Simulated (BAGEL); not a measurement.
**BHSeCl2 (SMILES ClB(Cl)[SeH]): HF/cc-pVDZ (density fitting with qzvpp-jkfit)**

Aim: the vertical singlet–triplet gap of BHSeCl2 at HF/cc-pVDZ (density fitting with qzvpp-jkfit), from 2 runs. 

The calculation is run with BAGEL 1.2.2.

3 further runs of the same task are left out: 1 that didn't finish, 2 set aside as unsound or not needed. Runs told in other sessions of the task aren't counted.

### Step 1. The system as given

BHSeCl2: 5 atoms, total charge 0, spin state singlet. SMILES: `ClB(Cl)[SeH]`. The coordinates come from a PBE0-D4/def2-TZVP relaxation.

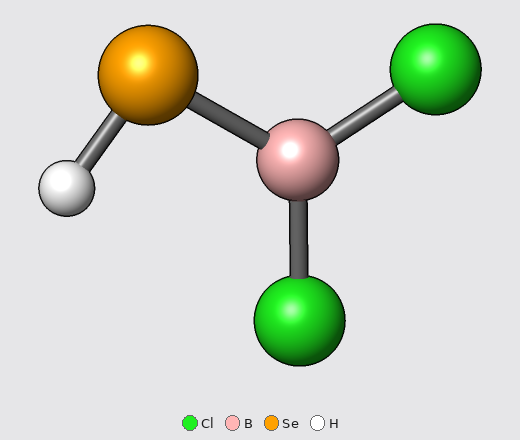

The structure, seen from a chosen angle (chlorine green, boron pink, selenium orange, hydrogen white).

### Step 2. A single-point energy at HF/cc-pVDZ (density fitting with qzvpp-jkfit)

The input, job.json:

```json
{ "bagel" : [

{
  "title" : "molecule",
  "basis" : "cc-pvdz.json",
  "df_basis" : "qzvpp-jkfit",
  "angstrom" : true,
  "geometry" : [
    { "atom" : "Cl", "xyz" : [       0.365300,       0.131400,       1.782000 ] },
    { "atom" : "B", "xyz" : [       0.312300,      -0.421300,       0.129200 ] },
    { "atom" : "Cl", "xyz" : [       1.157600,      -1.879500,      -0.325000 ] },
    { "atom" : "Se", "xyz" : [      -0.651400,       0.512100,      -1.253700 ] },
    { "atom" : "H", "xyz" : [      -1.134100,       1.583700,      -0.373900 ] }
  ]
},

{ "title" : "hf" },

{ "title" : "print", "file" : "orbitals.molden", "orbitals" : true }

]}
```

The basis set cc-pVDZ is read from a file made from the Basis Set Exchange's data (not shown).

Launch:

```
$ BAGEL_NUM_THREADS=1 BAGEL job.json > job.out
```

Output:

```text
* using 1 threads per process

  ===============================================================
  ===============================================================

  *** Geometry ***

  { "atom" : "Cl", "xyz" : [      0.690317,      0.248310,      3.367492 ] },
  { "atom" : "B", "xyz" : [      0.590161,     -0.796142,      0.244153 ] },
  { "atom" : "Cl", "xyz" : [      2.187547,     -3.551740,     -0.614161 ] },
  { "atom" : "Se", "xyz" : [     -1.230968,      0.967729,     -2.369150 ] },
  { "atom" : "H", "xyz" : [     -2.143138,      2.992759,     -0.706569 ] },

  Number of auxiliary basis functions:      615

  Since a DF basis is specified, we compute 2- and 3-index integrals:
    o Being stored without compression. Storage requirement is 0.033 GB

  Number of basis functions:       82
  Number of electrons      :       74

    * METHOD: MOLECULE                             0.41

  *** RHF ***

  === Nuclear Repulsion ===
   359.6938846929

      * DIIS with orbital gradients will be used.

  === RHF iteration (cc-pvdz.json) ===
      0      -3344.12677714          0.00670687           0.15
      1      -3344.18911879          0.00269971           0.15
      2      -3344.19650782          0.00095272           0.14
      3      -3344.19747931          0.00029647           0.15
      4      -3344.19754539          0.00005451           0.13
      5      -3344.19754990          0.00001775           0.13
      6      -3344.19755038          0.00000495           0.13
      7      -3344.19755041          0.00000137           0.14
      8      -3344.19755042          0.00000039           0.13
      9      -3344.19755042          0.00000015           0.13
     10      -3344.19755042          0.00000005           0.13
     11      -3344.19755042          0.00000002           0.13
     12      -3344.19755042          0.00000001           0.13
    * SCF iteration converged.

    * Permanent dipole moment:
           (    0.241297,    -0.366173,     0.001796) a.u.

    * METHOD: HF                                   2.06

    * METHOD: PRINT                                0.02

  ===============================================================
```

Wall time 2.6 s (1 thread of Arm Neoverse V1, shared host); peak memory 0.16 GiB.

### Step 3. The triplet at the same level

The input, input.json:

```json
{ "bagel" : [

{
  "title" : "molecule",
  "basis" : "cc-pvdz.json",
  "df_basis" : "qzvpp-jkfit",
  "angstrom" : "true",
  "geometry" : [
    { "atom" : "Cl", "xyz" : [    0.365300,    0.131400,    1.782000 ] },
    { "atom" : "B", "xyz" : [    0.312300,   -0.421300,    0.129200 ] },
    { "atom" : "Cl", "xyz" : [    1.157600,   -1.879500,   -0.325000 ] },
    { "atom" : "Se", "xyz" : [   -0.651400,    0.512100,   -1.253700 ] },
    { "atom" : "H", "xyz" : [   -1.134100,    1.583700,   -0.373900 ] }
  ]
},
{ "title" : "uhf", "nopen" : 2 },
{ "title" : "print", "file" : "orbitals.molden", "orbitals" : "true" }

]}
```

The basis set cc-pVDZ is read from a file made from the Basis Set Exchange's data (not shown).

Launch:

```
$ BAGEL_NUM_THREADS=1 BAGEL input.json > input.out
```

Output:

```text
* using 1 threads per process

  ===============================================================
  ===============================================================

  *** Geometry ***

  { "atom" : "Cl", "xyz" : [      0.690317,      0.248310,      3.367492 ] },
  { "atom" : "B", "xyz" : [      0.590161,     -0.796142,      0.244153 ] },
  { "atom" : "Cl", "xyz" : [      2.187547,     -3.551740,     -0.614161 ] },
  { "atom" : "Se", "xyz" : [     -1.230968,      0.967729,     -2.369150 ] },
  { "atom" : "H", "xyz" : [     -2.143138,      2.992759,     -0.706569 ] },

  Number of auxiliary basis functions:      615

  Since a DF basis is specified, we compute 2- and 3-index integrals:
    o Being stored without compression. Storage requirement is 0.033 GB

  Number of basis functions:       82
  Number of electrons      :       74

    * METHOD: MOLECULE                             0.40

  *** Open-shell HF ***

  === Nuclear Repulsion ===
   359.6938846929

      * DIIS with orbital gradients will be used.

  === UHF iteration (cc-pvdz.json) ===
      0      -3343.89357498          0.01949945           0.26
      1      -3344.01342183          0.00716468           0.25
      2      -3344.02773500          0.00255812           0.26
      3      -3344.02971019          0.00070165           0.26
      4      -3344.03011614          0.00023134           0.26
      5      -3344.03016445          0.00009044           0.27
      6      -3344.03018744          0.00003153           0.27
      7      -3344.03019107          0.00000921           0.27
      8      -3344.03019181          0.00000345           0.27
      9      -3344.03019207          0.00000094           0.28
     10      -3344.03019212          0.00000044           0.27
     11      -3344.03019214          0.00000022           0.26
     12      -3344.03019215          0.00000009           0.25
     13      -3344.03019215          0.00000004           0.25
     14      -3344.03019215          0.00000003           0.26
     15      -3344.03019215          0.00000001           0.25
     16      -3344.03019215          0.00000001           0.26
    * SCF iteration converged.

    * S^2 (UHF) is 2.0232

    * Permanent dipole moment:
           (    1.300453,    -1.433953,     1.411824) a.u.

    * METHOD: UHF                                  4.73

    * METHOD: PRINT                                0.02

  ===============================================================
```

It took 5.4 s on 1 thread of Arm Neoverse V1, shared host; peak memory 0.16 GiB.

### Step 4. Summary of results

Level: HF/cc-pVDZ (density fitting with qzvpp-jkfit).

| quantity | value |
| --- | --- |
| singlet: total energy | -3344.19755 Eh |
| singlet: dipole moment | 1.11 D |
| singlet: HOMO energy | -10.31 eV |
| singlet: LUMO energy | 2.41 eV |
| singlet: HOMO–LUMO gap | 12.73 eV |
| triplet: total energy | -3344.03019 Eh |
| triplet: dipole moment | 6.09 D |
| triplet: ⟨S²⟩ | 2.023 |
| vertical energy of the triplet above the singlet | 4.554 eV |

**Reading.** At this shape the triplet lies 4.55 eV (439 kJ/mol) above the singlet.
